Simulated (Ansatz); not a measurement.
Partial pair distribution functions of a relaxed model of amorphous Si16B10O47, broadened by 0.06 Å; density 2.00 g/cm³. Computed with PBE, scalar-relativistic without spin-orbit coupling (plane waves to 420 eV, PAW; Ansatz, a program for electronic structure).

It comes from a melt-quench run on a machine-learned potential (CHGNet), relaxed afterwards by DFT. O atoms were pushed apart under 1.9 Å during the dynamics, to hinder bonds among them. The hot cell started wider than the set density and was brought back towards it in steps. It is the lowest in DFT energy of 2 quenches. It is a model cell: composition and starting density were chosen by hand, and all elements were melted together. No dispersion term was used. Its density started from a set value of 2.17 and ended at 2.00 g/cm³. The quench (nominally 470 K/ps over its main leg) was far faster than any real one, so the model tends to hold more defects than a real film. Values belong to this one cell and scatter from quench to quench. Volume and shape were free in the relaxation.

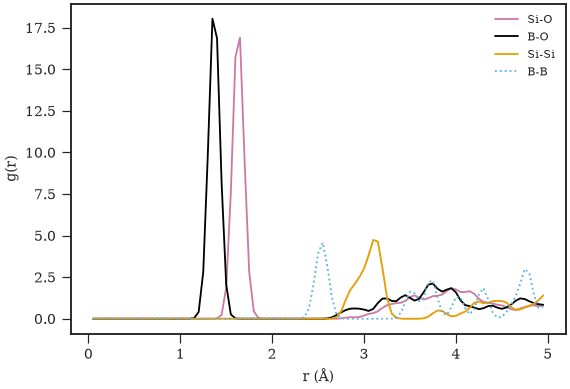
Partial pair distribution functions

Highest peaks under 4.5 Å: Si-O near 1.65 Å, B-O near 1.35 Å, Si-Si near 3.10 Å, B-B near 2.55 Å; pairs of few atoms are noisy.

Within 1.90 Å each Si has 4.00 O neighbours on average.
